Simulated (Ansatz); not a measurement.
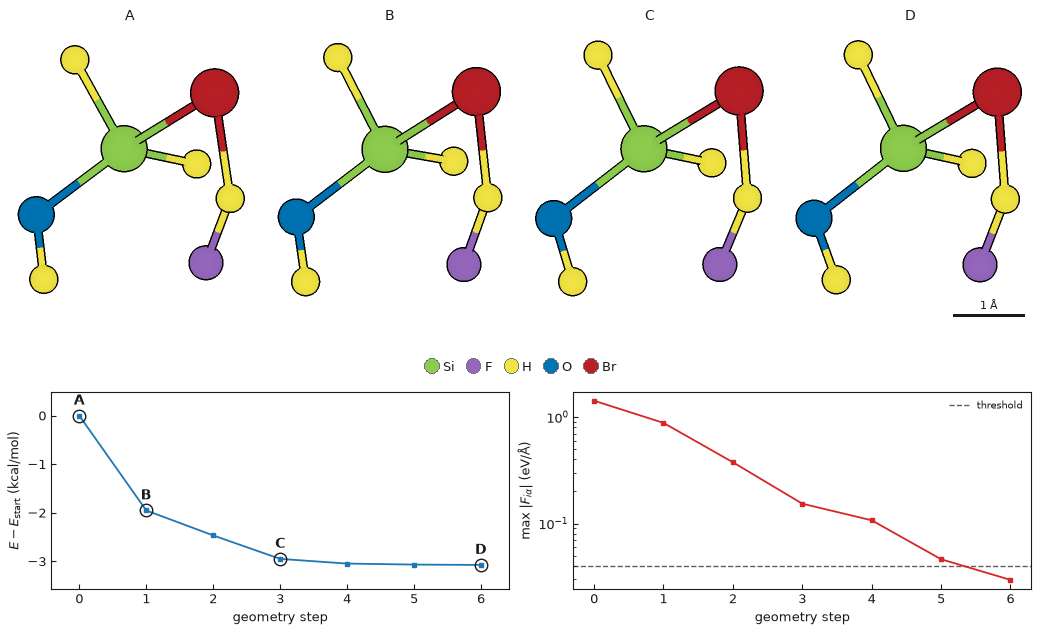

Frames of a constrained relaxation of SiH4OBrF, marked on the history of the run. The picture is a ball-and-stick view, seen at a tilt.

The reaction that was planned forms Si1–Br7, F2–H6 and breaks Si1–F2, H6–Br7 (atoms numbered from 1 in input order).

Level of theory: RKS PBE0-D4/def2-SVP (Ansatz). Set-up: held fixed: the distance between atoms 1 (Si) and 7 (Br), the distance between atoms 2 (F) and 6 (H), the distance between atoms 1 (Si) and 2 (F), the distance between atoms 6 (H) and 7 (Br), counting from 1; force threshold 0.04 eV/Å; at most 150 steps.

> Describe the path.

An H atom moves most after the best rigid fit: 0.18 Å. Largest moves by element: H 0.18 Å, F 0.11 Å, O 0.06 Å, Br 0.04 Å, Si 0.03 Å. Near-neighbour distances that change, for instance: O–Si 1.599 → 1.641 Å, H–Si 1.443 → 1.480 Å, H–O 0.957 → 0.968 Å. Among the angles between lasting bonds that change: Si–O–H 122.0° → 110.0°, H–Si–H 114.7° → 110.3°, H–Si–O 127.9° → 123.6°. After 6 geometry steps the energy has fallen by 3.07 kcal/mol. The largest force component goes from 1.4 to 0.03 eV/Å. From step 0 to 1: an H atom moves most (0.10 Å), energy −1.95 kcal/mol. From step 1 to 3: an H atom moves most (0.10 Å), energy −1.00 kcal/mol. From step 3 to 6: an H atom moves most (0.07 Å), energy −0.12 kcal/mol.

```json
{"step": "0", "E − E(0), kcal/mol": "0.00", "largest force component, eV/Å": "1.4229"}
{"step": "1", "E − E(0), kcal/mol": "-1.95", "largest force component, eV/Å": "0.8807"}
{"step": "2", "E − E(0), kcal/mol": "-2.47", "largest force component, eV/Å": "0.3762"}
{"step": "3", "E − E(0), kcal/mol": "-2.95", "largest force component, eV/Å": "0.1537"}
{"step": "4", "E − E(0), kcal/mol": "-3.05", "largest force component, eV/Å": "0.1073"}
{"step": "5", "E − E(0), kcal/mol": "-3.07", "largest force component, eV/Å": "0.0462"}
{"step": "6", "E − E(0), kcal/mol": "-3.07", "largest force component, eV/Å": "0.0296"}
```
